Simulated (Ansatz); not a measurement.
# Alloy of ZnGa2O4 and ZnAl2O4 (4 of 16 Ga sites exchanged), 56 atoms

Wanted: the relaxed alloy cell and its gap (PBEsol and HSE06).

Method: density functional theory in Ansatz 0.2.0, PAW datasets, plane waves.

### 1 The system as built

56 atoms (8 Zn, 12 Ga, 32 O, 4 Al); a = 8.278 Å, b = 8.278 Å, c = 8.278 Å, α = 90.00°, β = 90.00°, γ = 90.00°. All atoms were shaken off their sites by about 0.02 Å along each axis.

The runs, in order: (2) PBEsol cell relaxation at the single k point (¼, ¼, ¼), on 1 × NVIDIA H100 80GB HBM3 with 2 threads of AMD EPYC 7R13; (3) HSE06 single point at the single k point (¼, ¼, ¼), on 1 × NVIDIA H100 80GB HBM3 with 2 threads of AMD EPYC 7R13.

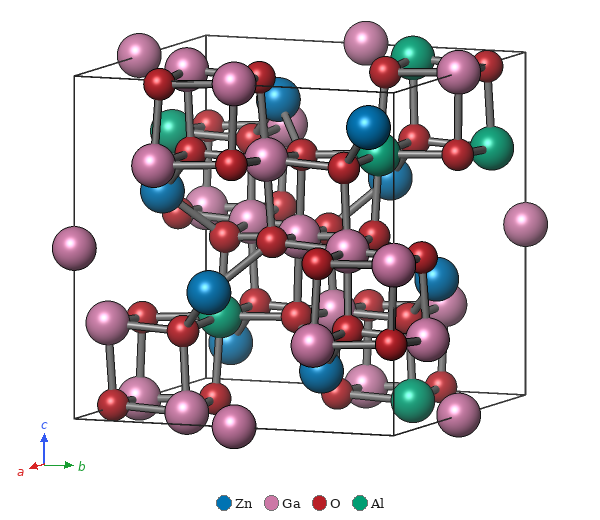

Start, viewed slightly off an axis; zinc blue, gallium pink, oxygen red, aluminium teal. Atoms on faces are repeated.

### 2 Relaxing cell and atoms with PBEsol

Contents of in.yaml:

```yaml
crystal:
  lattice:
    - [8.277714, 0.000000, 0.000000]
    - [0.000000, 8.277714, 0.000000]
    - [0.000000, 0.000000, 8.277714]
  atoms:
    - { symbol: Zn, position: [0.884858, 0.374294, 0.373238] }
    - { symbol: Zn, position: [0.370608, 0.875209, 0.375705] }
    - { symbol: Zn, position: [0.374832, 0.381267, 0.875971] }
    - { symbol: Zn, position: [0.124381, 0.128916, 0.124399] }
    - { symbol: Zn, position: [0.876355, 0.870460, 0.877912] }
    - { symbol: Zn, position: [0.623768, 0.619142, 0.124950] }
    - { symbol: Zn, position: [0.624512, 0.121480, 0.625951] }
    - { symbol: Zn, position: [0.120801, 0.626840, 0.628771] }
    - { symbol: Ga, position: [0.498899, 0.996953, 0.000469] }
    - { symbol: Ga, position: [0.752955, 0.250675, 0.001725] }
    - { symbol: Ga, position: [0.751071, 0.003076, 0.250377] }
    - { symbol: Ga, position: [0.999426, 0.500548, 0.001459] }
    - { symbol: Ga, position: [0.000804, 0.000978, 0.497321] }
    - { symbol: Ga, position: [0.504715, 0.500251, 0.498188] }
    - { symbol: Ga, position: [0.251581, 0.244477, 0.498558] }
    - { symbol: Ga, position: [0.250485, 0.504469, 0.249524] }
    - { symbol: Ga, position: [0.748172, 0.751811, 0.496058] }
    - { symbol: Ga, position: [0.748504, 0.497873, 0.751200] }
    - { symbol: Ga, position: [0.001208, 0.748323, 0.251249] }
    - { symbol: Ga, position: [0.001754, 0.249619, 0.751421] }
    - { symbol: O, position: [0.513863, 0.013316, 0.239403] }
    - { symbol: O, position: [0.742385, 0.234429, 0.236898] }
    - { symbol: O, position: [0.510279, 0.239050, 0.012942] }
    - { symbol: O, position: [0.741698, 0.016526, 0.011256] }
    - { symbol: O, position: [0.012527, 0.515134, 0.238959] }
    - { symbol: O, position: [0.238349, 0.733621, 0.238409] }
    - { symbol: O, position: [0.011898, 0.740370, 0.012069] }
    - { symbol: O, position: [0.241167, 0.510970, 0.009382] }
    - { symbol: O, position: [0.012137, 0.013546, 0.738188] }
    - { symbol: O, position: [0.239437, 0.243162, 0.737291] }
    - { symbol: O, position: [0.012162, 0.238852, 0.513454] }
    - { symbol: O, position: [0.240367, 0.011994, 0.511112] }
    - { symbol: O, position: [0.259388, 0.262482, 0.259739] }
    - { symbol: O, position: [0.490167, 0.487325, 0.260950] }
    - { symbol: O, position: [0.495042, 0.264400, 0.484541] }
    - { symbol: O, position: [0.259379, 0.491576, 0.490477] }
    - { symbol: O, position: [0.509627, 0.510609, 0.737707] }
    - { symbol: O, position: [0.736502, 0.735625, 0.736368] }
    - { symbol: O, position: [0.513740, 0.738110, 0.511429] }
    - { symbol: O, position: [0.741741, 0.513658, 0.510908] }
    - { symbol: O, position: [0.760701, 0.759103, 0.265502] }
    - { symbol: O, position: [0.985341, 0.986201, 0.263639] }
    - { symbol: O, position: [0.987539, 0.757765, 0.487994] }
    - { symbol: O, position: [0.756131, 0.986917, 0.490049] }
    - { symbol: O, position: [0.758711, 0.266250, 0.761484] }
    - { symbol: O, position: [0.988546, 0.487676, 0.763550] }
    - { symbol: O, position: [0.985251, 0.261392, 0.987190] }
    - { symbol: O, position: [0.762047, 0.481881, 0.991679] }
    - { symbol: O, position: [0.261769, 0.760887, 0.763529] }
    - { symbol: O, position: [0.488657, 0.989689, 0.758677] }
    - { symbol: O, position: [0.485273, 0.762179, 0.987225] }
    - { symbol: O, position: [0.261421, 0.987695, 0.989168] }
    - { symbol: Al, position: [0.252203, 0.751769, 0.000815] }
    - { symbol: Al, position: [0.500309, 0.251868, 0.253493] }
    - { symbol: Al, position: [0.245615, 0.996048, 0.748783] }
    - { symbol: Al, position: [0.500492, 0.747807, 0.749523] }
  symmetry: { detect: false }
kpoints:
  mp_grid: { grid: [1, 1, 1], shift: [0.25, 0.25, 0.25] }
hamiltonian:
  xc: pbesol
scf:
  occupations: { method: fermi_dirac, width: 0.01 }
relax:
  f_tol: 0.03
  max_steps: 80
  escape_saddle: false
  adjacent_minimum: "off"
  cell: { fix: [shape] }
output:
  forces: true
  eigenvalues: true
  populations: true
```

The run is started by

```bash
$ ansatz run in.yaml --threads 2 --pin off --max-ram 20900MiB --runs-dir r --events-out ev --progress --plain --backend cuda --devices 0, --max-vram 18GiB
```

Further steps of the session: Single point with HSE06.

Q: Predict the outcome of this session. Wanted: for each run, top filled to lowest empty.

The runs gave:

```
             level        time  top filled to lowest empty (eV)
PBEsol, relaxation  21 s (GPU)                             3.97
             HSE06  45 s (GPU)                             5.85
```

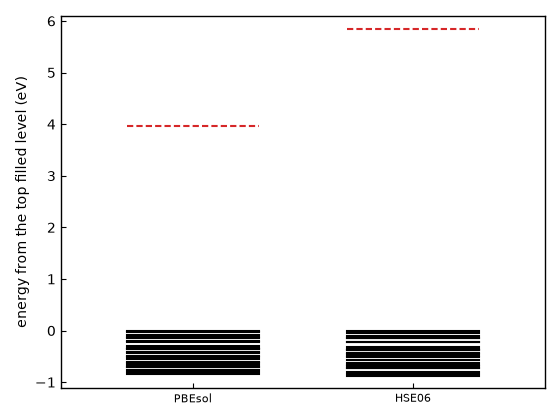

Levels near the gap by PBEsol, HSE06: filled black, empty red and dashed.

| quantity | value |
| --- | --- |
| relaxation | 5 recorded steps, 1.15 eV gained |
| largest shift | 0.12 Å (O30) |
| relaxed cell | a = 8.278 Å, b = 8.278 Å, c = 8.278 Å, α = 90.00°, β = 90.00°, γ = 90.00° |
| mean bonds | Al–O 1.928, Ga–O 1.992, O–Zn 1.964 Å |

**Reading.** The relaxation lowers the energy by 1.15 eV; the largest shift is 0.12 Å (O30), while the volume changes by +0.0 %. The mean lengths of the listed bonds run from Al–O 1.93 Å to Ga–O 1.99 Å. At the same k points, PBEsol gives a spacing 1.88 eV smaller than the 5.85 eV of HSE06. With one k point the spacing samples only the states that fold onto it, so it can exceed the gap over the zone.
